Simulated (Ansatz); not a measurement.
Cost and result by functional for the surface energy of the (11-20) surface of wurtzite GaN in its 1x1 cell (cut with top plane 2 Ga + 2 N, bottom plane 2 Ga + 2 N), outermost plane spacing 1.61 Å in the ideal cut, in Ansatz (plane waves, PAW). Single points on the PBE structure, on one kind of machine; costs are rough ratios of the slab run's core time (references not counted) to the cheapest single point. r2SCAN's cost holds its higher cutoff (500 against 420 eV). Differences are taken against HSE06 for comparison alone: no measured value is at hand, so the table doesn't rank accuracy. HSE06 ran on a coarser k-mesh, which lowers its cost and carries part of its shift.

Set-up: 32 atoms, Ga16N16, 11.3 Å thick at the start; mesh 5x5x1; 0.025 eV smearing; dipole correction on; all atoms relaxed; held to the start's symmetry, so lower structures may exist; no spin, no spin-orbit, no U. These notes are the PBE run's.

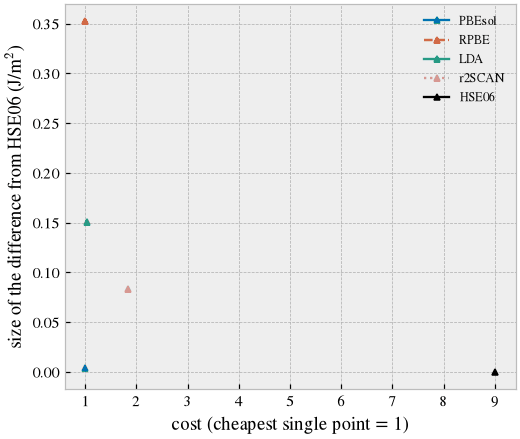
Figure. Difference from HSE06 against cost

```tsv
functional	relative cost	surface energy (J/m²)	less HSE06 (J/m²)
PBEsol	1	1.81	0.00
RPBE	1	1.46	-0.35
LDA	1	1.96	0.15
r2SCAN	2	1.89	0.08
HSE06	9	1.81	0.00
PBE (the relaxed run's value)	–	1.63	-0.18
```

The values span 0.50 J/m², while the single points' costs differ by a factor of roughly 9. Differences are of unrounded values.

Ansatz is a first-principles code.
